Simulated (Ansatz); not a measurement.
**Fields on a plane of CaSe (rock salt)**

```xyz
2
Lattice="0.0000 2.9673 2.9673 2.9673 0.0000 2.9673 2.9673 2.9673 0.0000" Properties=species:S:1:pos:R:3 pbc="T T T"
Ca     0.0000     0.0000     0.0000
Se     2.9673     2.9673     2.9673
```

The slice is a {111} plane (indices of the conventional cell) through the point (0.000, 0.000, 0.000) (fractional), spanned by u = [100] and v = [-1 2 0] in vectors of this cell: u (4.20 Å) and v (7.27 Å, at 90° to u). It covers one period; positions are fractions (u, v).

Atoms on it: Ca at (0.00, 0.00); Ca at (0.50, 0.50).

Computed with r2SCAN (plane waves to 500 eV, PAW, scalar-relativistic; Ansatz, an electronic-structure program). k mesh 10×10×10. Inside the PAW spheres the values are not all-electron values, and peaks at nuclei hang on which shells count as valence. CaSe was relaxed with its symmetry unable to fall.

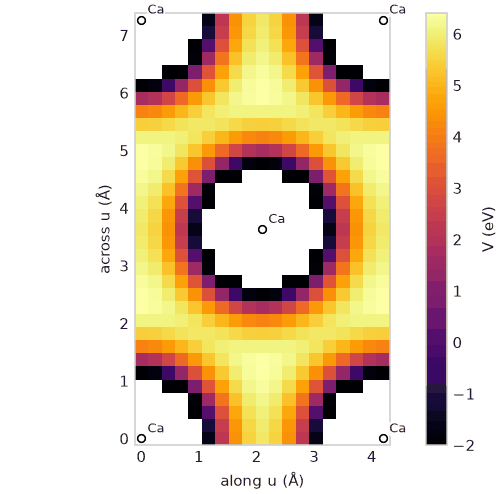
*Electrostatic potential energy of an electron, from the cell's mean, in eV, one period of the plane, atoms marked. Points within 1 Å of a nucleus are left white, as the pseudised field means little there. Values under -2 eV are set to -2. The zero, the cell's mean, hangs on the PAW cores.*

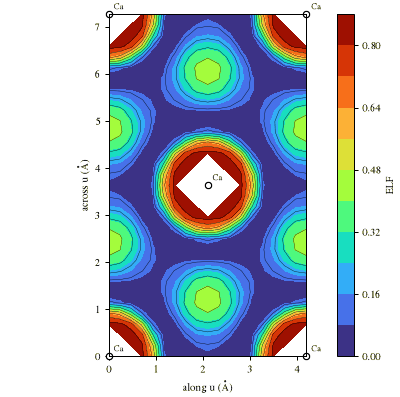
Figure. Electron localisation function (ELF), one period of the plane, atoms marked. Points within 0.5 Å of a nucleus are left white, as the pseudised field means little there.
